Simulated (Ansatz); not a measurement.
# HfNbBP: relaxing a made-up structure, part 2 of 2

Starting from a made-up structure for HfNbBP, the aim is the relaxed cell, its shortest contacts and, where a second run follows, its electronic structure.

Ansatz 0.2.0; DFT, PBEsol, plane-wave PAW, files of the set soft_1, scalar-relativistic, no spin, cell and ions relaxed at zero pressure; PAW set soft_1 (the session's first sound run).

So far: Set-up; Relaxing cell and atoms. The relaxed cell has a = 3.410, c = 17.432 Å (conventional setting).

**3. Bands of the relaxed cell**

A second self-consistent run takes a narrower smearing and the mesh shown in its input; the bands follow along the standard path of the relaxed lattice.

This step: DFT, PBEsol, plane-wave PAW, files of the set soft_1, scalar-relativistic, no spin, bands and density of states at the relaxed cell; PAW set soft_1 (Ansatz 0.2.0).

Input file input.yaml:

```yaml
crystal:
  lattice:
    - [1.7047979536, 0.9842655574, 5.8106276966]
    - [-1.7047979536, 0.9842655574, 5.8106276966]
    - [0.0, -1.9685311149, 5.8106276966]
  atoms:
    - { symbol: Hf, position: [1.0091285394, 1.0091285394, 1.0091285394] }
    - { symbol: Nb, position: [0.4895290481, 0.4895290481, 0.4895290481] }
    - { symbol: P, position: [0.2457833194, 0.2457833194, 0.2457833194] }
    - { symbol: B, position: [0.7516590931, 0.7516590931, 0.7516590931] }
kpoints:
  mp_grid: { grid: [10, 10, 10] }
  band_path:
    path:
      - [[0.0, 0.0, 0.0], [0.5, 0.0, 0.0], [0.5, 0.18579544, -0.18579544]]
      - [[0.81420456, 0.5, 0.18579544], [0.5, 0.5, 0.5], [0.0, 0.0, 0.0], [0.34289772, 0.0, -0.34289772]]
      - [[0.65710228, 0.34289772, 0.0], [0.5, 0.5, 0.0], [0.65710228, 0.65710228, 0.18579544], [0.5, 0.5, 0.5]]
      - [[0.5, 0.0, 0.0], [0.81420456, 0.34289772, 0.34289772]]
    npoints: 8
scf:
  occupations: { method: fermi_dirac, width: 0.03 }
  n_extra_bands: 8
hamiltonian:
  xc: pbesol
  pseudopotentials: { kind: paw, azcp: { folder: soft_1 }, xc_functional: pbe }
output:
  forces: true
  stress: true
  write_bands: true
  dos: { projected: true }
  write_density: true
  write_potential: true
  elf: true
  volumetric_format: npy
```

On the command line:

```bash
$ ansatz run input.yaml --threads 4 --pin off --max-ram 8192MiB --backend cpu --events-out ev --progress --plain --runs-dir out
```

Numbers of over 12 decimals in the logs are rounded to 6 here.

The log of the run:

```text
[...]
Crystal: 4 atoms, lattice volume = 58.500 Å³
Basis set: ecut = 420 eV, 1135 PW (Γ), FFT grids on a1−a2, a2, −a2+a3, exchange–correlation on 48×90×48 points (8 copies of the dense FFT grid, shifted against one another)
Bands: 32, of which v1, the nominal top of the filled ones, is band 24 counted from 1 (23 counted from 0)
Symmetry: 6 space group operations
[...]
k-points: 116 of 1000 (time reversal used)
[...]
SCF iter   1: F=—  HF=-20995.492004 eV  |F-HF|=—  |Δ(HF+E_count)|=         —  Δρ=1.20e-1  dr2=2.61e1  ethr=3.10e-3  ⟨swp⟩=5.9  Hψ=15161  notcnv=0
[...]
SCF iter  10: F=-20990.419619 eV  HF=-20990.419619 eV  |F-HF|=5.06e-8  |Δ(HF+E_count)|=   3.52e-7  Δρ=7.26e-6  dr2=5.26e-8  ethr=2.13e-10  ⟨swp⟩=14.0  Hψ=28294  notcnv=0
SCF 1 converged in 10 iterations: F = -20990.419619 eV  dr2 = 5.26e-8
[...]
NSCF: frozen V_eff on 76 k-points
SCF converged after 10 iterations
Free energy (F): -20990.419619 eV
[...]
Internal energy: -20990.412841 eV  (E = F + TS)
E sigma→0 (E₀):  -20990.416230 eV
Entropy (-TS):   -0.006779 eV (-1.695 meV/atom)
Fermi energy:    16.331902 eV
[...]
--- Forces (eV/Å), atoms counted from 1 ---
  atom   1  Hf     0.00000000    -0.00000000     0.06341232
  atom   2  Nb    -0.00000000     0.00000000    -0.07762887
  atom   3  P      0.00000000    -0.00000000     0.01899481
  atom   4  B     -0.00000000     0.00000000    -0.00460064
  max |Σ_I F_I| component: 1.78e-4 eV/Å
--- Stress (GPa, compression-positive) ---
       -0.144683       0.000000       0.000000
        0.000000      -0.144683      -0.000000
        0.000000      -0.000000       0.204173
  P = ⅓ Tr σ = -0.0284 GPa (-0.284 kbar)
--- Band table (eV; the first three rows and the last of 116) ---
  k-point 0: bands = [... 20 lower, 15.8581, 15.9583, 15.9583, 16.8918, 17.1969, 17.1969, 17.7681, 17.7681, ... 4 higher]
  k-point 1: bands = [... 20 lower, 15.3364, 15.6110, 15.6996, 16.0092, 17.0875, 17.5090, 18.3027, 18.6002, ... 4 higher]
  k-point 2: bands = [... 20 lower, 13.9777, 14.8092, 15.1852, 15.9196, 17.3761, 17.7924, 18.7337, 18.8745, ... 4 higher]
  k-point 115: bands = [... 20 lower, 13.7227, 14.8162, 14.8162, 16.5608, 16.5608, 17.8261, 18.3514, 18.3514, ... 4 higher]
```

Elapsed: 4.9 s, on 4 threads of INTEL XEON PLATINUM 8581C at 2.30GHz (Emerald Rapids), shared host; peak memory 0.6 GiB; 18 s of CPU time.

Numbers from this step:

- free energy: -20990.4196 eV
- energy at zero smearing: -20990.4162 eV
- smearing term TS: 0.006779 eV
- Fermi energy: 16.33 eV
- pressure: -0.02840 GPa

bands.tsv at the labelled points (eV, zero at the Fermi level; the bands that come nearest the Fermi level along the path):

```
point  band 21  band 22  band 23  band 24  band 25  band 26  band 27  band 28
    Γ    -0.47    -0.37    -0.37     0.56     0.87     0.87     1.44     1.44
    L    -2.74    -2.46    -1.68    -0.57     1.54     2.20     3.13     4.37
   B1    -3.16    -2.66    -1.76     1.09     1.17     2.03     2.89     3.69
    B    -3.16    -2.66    -1.76     1.09     1.17     2.03     2.89     3.69
    Z    -2.61    -1.52    -1.52     0.23     0.23     1.49     2.02     2.02
    Γ    -0.47    -0.37    -0.37     0.56     0.87     0.87     1.44     1.44
    X    -3.20    -2.68    -1.77     0.95     1.50     1.94     2.91     3.60
    Q    -3.20    -2.68    -1.77     0.95     1.50     1.94     2.91     3.60
    F    -2.80    -2.41    -0.70    -0.02     1.91     2.47     2.50     3.23
   P1    -2.85    -2.49    -0.77    -0.40     1.98     2.50     2.79     3.14
    Z    -2.61    -1.52    -1.52     0.23     0.23     1.49     2.02     2.02
    L    -2.74    -2.46    -1.68    -0.57     1.54     2.20     3.13     4.37
    P    -2.85    -2.49    -0.77    -0.40     1.98     2.50     2.79     3.14
```

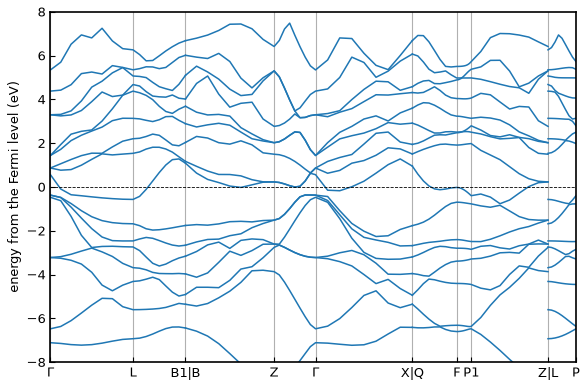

Bands along the path. 16 bands lie wholly below the window drawn.

States per cell as run, both spins, in windows of 1 eV, from dos.tsv (zero at the Fermi level):

| from | to | total |
| --- | --- | --- |
| -8 | -7 | 0.95 |
| -7 | -6 | 1.00 |
| -6 | -5 | 1.42 |
| -5 | -4 | 2.07 |
| -4 | -3 | 2.53 |
| -3 | -2 | 3.55 |
| -2 | -1 | 2.13 |
| -1 | 0 | 1.25 |
| 0 | 1 | 1.46 |
| 1 | 2 | 2.25 |
| 2 | 3 | 3.59 |
| 3 | 4 | 2.65 |
| 4 | 5 | 2.89 |

Below -8 eV lie 32.1 more states.

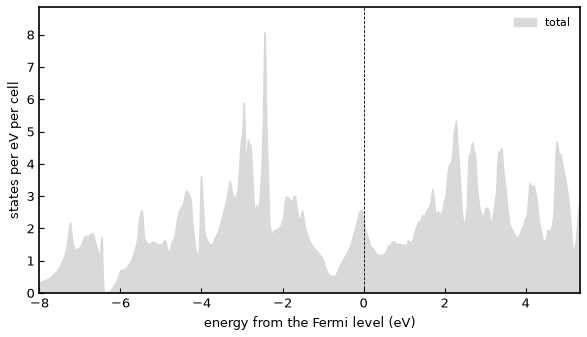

Total density of states, smoothed over about 0.04 eV.

Force by atom:

| atom | x (eV/Å) | y (eV/Å) | z (eV/Å) | size |
| --- | --- | --- | --- | --- |
| Hf1 | 0.0000 | 0.0000 | 0.0634 | 0.0634 |
| Nb2 | 0.0000 | 0.0000 | -0.0776 | 0.0776 |
| P3 | 0.0000 | 0.0000 | 0.0190 | 0.0190 |
| B4 | 0.0000 | 0.0000 | -0.0046 | 0.0046 |

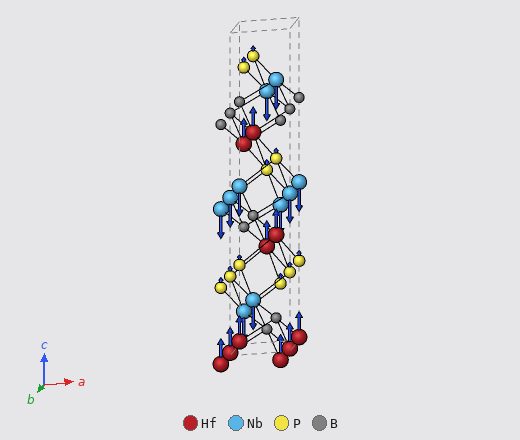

Force as arrows, the longest 0.0776 eV/Å. Bonds to atoms that aren't drawn are left out. 1×2×1 conventional cells are drawn. Some periodic images of atoms are drawn too.

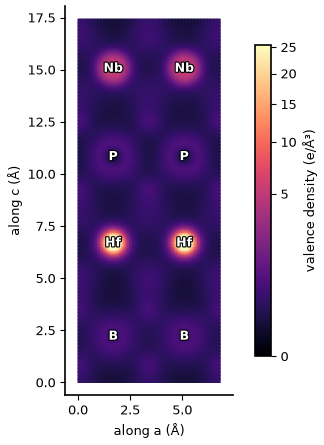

Valence density in the ac plane of the conventional cell at fractional y = 0.000, with atoms of Hf and Nb and P and B within 0.2 Å of it. It is the smooth field of the valence electrons, not physical close to the nuclei. The map starts off the cell's origin, so that atoms lie inside it. The colour scale is stretched toward low values.

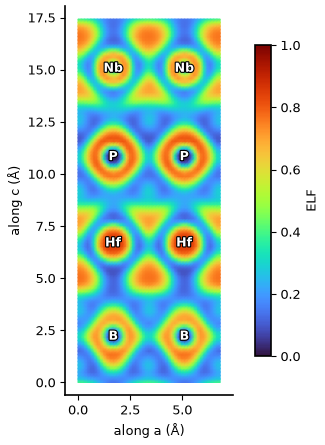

ELF in the ac plane of the conventional cell at fractional y = 0.000, with atoms of Hf and Nb and P and B within 0.2 Å of it. It is the smooth field of the valence electrons, not physical close to the nuclei. The map starts off the cell's origin, so that atoms lie inside it.

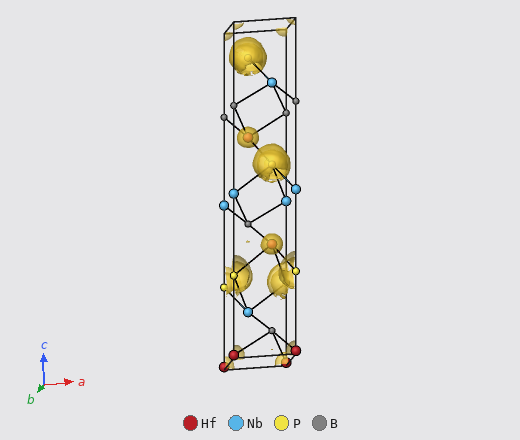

Surface of ELF = 0.77. Bonds to atoms that aren't drawn are left out.

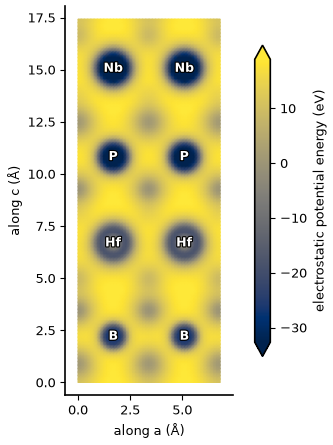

Electrostatic potential energy in the ac plane of the conventional cell at fractional y = 0.000, with atoms of Hf and Nb and P and B within 0.2 Å of it. With pseudopotentials it is smooth inside the atoms' cores, unlike the true potential. The map starts off the cell's origin, so that atoms lie inside it.

**4. What came out**

```yaml
space_group_relaxed: R3m
conventional_cell: a = 3.410, b = 3.410, c = 17.432 Å; α = 90.0°, β = 90.0°, γ = 120.0°
volume_per_atom: 14.63 Å³ (guess 12.94)
```

HfNbBP relaxes to R3m with a = 3.410, b = 3.410 and c = 17.432 Å. The guessed volume was 12 % too small. The space group R3m was held in the relaxation, so the end point is a stationary structure within it and may be a saddle against distortions or other arrangements. Bands cross the Fermi level, so it is a metal or semimetal at this level. The electron count is odd, which forces that without spin polarisation or a larger cell. On the 10×10×10 mesh with the narrower smearing (relaxed on 9×9×9) the largest force component is 0.078 eV/Å and the largest stress component is 0.204 GPa, against the relaxation's thresholds of 0.015 eV/Å and 0.05 GPa. The cutoff wasn't tested. Spin-orbit coupling is left out, which can matter for elements this heavy. No dispersion term is used, so weakly bound directions may come out too long. The runs have no spin, and magnetism wasn't tested. Nothing here tests whether the compound is stable against decomposition.

[Logs are printed without paths, hosts, clocks, repeated set-up lines and the standing remarks that a program may print on its own settings, such as how far it seeks lower states.]

[Hosts, paths, dates, database ids (printed as entryN), source tags and the programs' standing remarks are cut or masked in the printed files.]
